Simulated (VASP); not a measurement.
Band structure of Zn (hcp). Method: vdW-DF-cx, VASP's PBE PAW potentials (set 64) (plane waves; VASP).

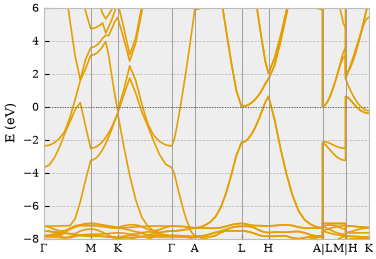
Fig. 1. Bands along high-symmetry lines, zero at the valence-band maximum or, without a gap, the Fermi level

### Question
Read the plot: is there a gap, and where are the band edges?

### Answer
It has no gap at this level: it comes out as a metal or semimetal. (Edges off the drawn lines would not show.)

The compound is Zn in the hcp structure. It was relaxed first, which changed the volume by -6 %.
